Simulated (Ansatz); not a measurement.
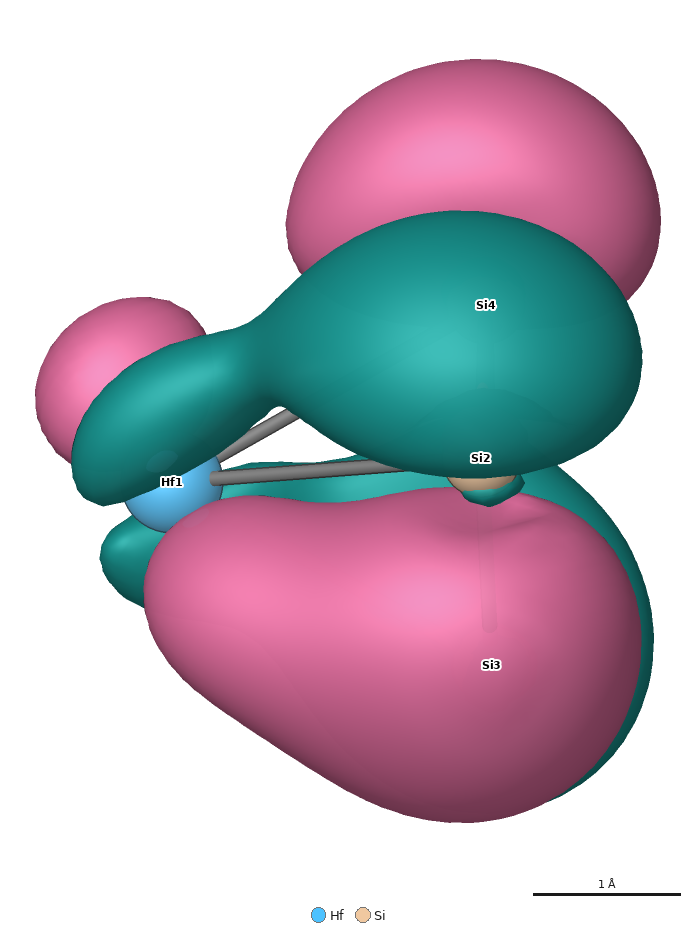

The picture shows: HfSi$_{3}$ (charge −1, quartet). The HOMO (β) at ±0.1 Å⁻³ᐟ² (teal and pink are the two phases), seen at a tilt.

Geometry: PBE-D4/def2-SVPD; core potentials replace the inner electrons of Hf.

Computed with UKS PBE0-D4/def2-TZVPD in Ansatz.

> What is the character of this orbital?

It lies mainly on Si2 (about 25 %), Si3 (about 25 %), Si4 (about 25 %) and Hf1 (about 20 %). It is one of a degenerate set, so its orientation is arbitrary. Its energy is −1.49 eV.
